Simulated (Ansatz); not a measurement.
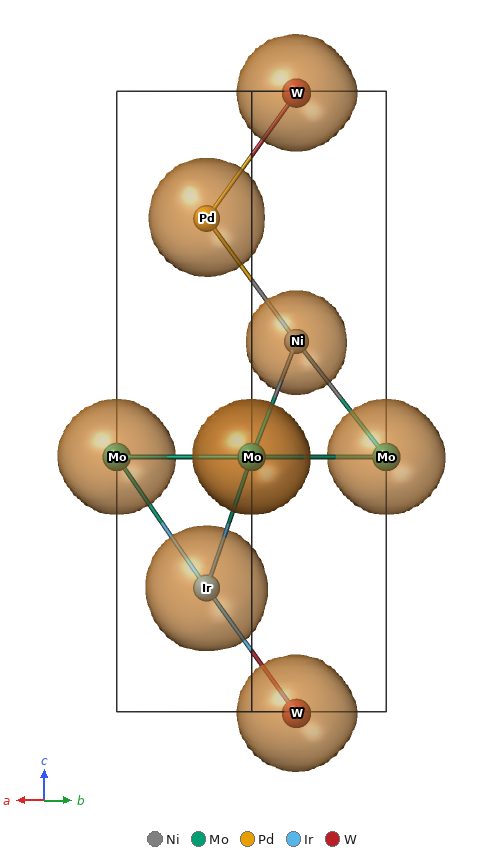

*NiMoIrPdW. Isosurface of the valence pseudo-density at 0.6 e/Å³ (orange), seen along [110]. Sticks mark near contacts.*

Space group P3m1; a generated structure, not necessarily the stable one; computed pressure about 6 GPa in this cell; the program warned that a starting moment wasn't kept; spin-polarised, but the moments vanished.

All numbers below come from Kohn-Sham DFT of a periodic cell, PBE, Ansatz PAW (Ansatz 0.2.0).

The density is the valence pseudo-density of a PAW calculation; it isn't the true density close to the nuclei.

The calculation's input:

```
crystal:
  lattice:
    - [2.7475946084, 0.0, 0.0]
    - [-1.3737973042, 2.3794918645, 0.0]
    - [0.0, 0.0, 10.948938442]
  atoms:
    - { symbol: Ni, position: [0.33333, 0.66667, 0.59712], spin: 1.0 }
    - { symbol: Mo, position: [0.0, 0.0, 0.41074], spin: 1.0 }
    - { symbol: Pd, position: [0.66667, 0.33333, 0.7952] }
    - { symbol: Ir, position: [0.66667, 0.33333, 0.1996], spin: 0.6 }
    - { symbol: W, position: [0.33333, 0.66667, 0.99734] }
hamiltonian:
  xc: pbe
  pseudopotentials: { kind: paw }
magnetization:
  spin_polarized: true
kpoints:
  mp_grid: { grid: [11, 11, 3] }
scf:
  occupations: { method: fermi_dirac, width: 0.05 }
output:
  forces: true
  stress: true
  eigenvalues: true
  write_density: true
  write_potential: true
  elf: true
  volumetric_format: npy
```

Launched as:

```sh
ansatz run input.yaml --threads 8 --pin off --max-ram 20480MiB --backend cpu --events-out ev --progress --plain --runs-dir out
```

Below, planes, directions and counts refer to the conventional cell (a = 2.75 Å, b = 2.75 Å, c = 10.95 Å, α = 90.00°, β = 90.00°, γ = 120.00°).

What does this surface tell about the bonding?

At this value the density breaks into separate islands; it holds about 80 % of the electrons treated as valence (semicore included). It bridges none of the near contacts. It is pinched off along the shortest Ni–Mo (2.58 Å), Ni–Pd (2.69 Å), Pd–W (2.72 Å) and Ir–W (2.72 Å) contacts. On the grid the lowest density along these lines, outside the cores, is 0.36 e/Å³ (Ni–Mo, 2.58 Å), 0.27 e/Å³ (Ni–Pd, 2.69 Å), 0.37 e/Å³ (Pd–W, 2.72 Å) and 0.43 e/Å³ (Ir–W, 2.72 Å).
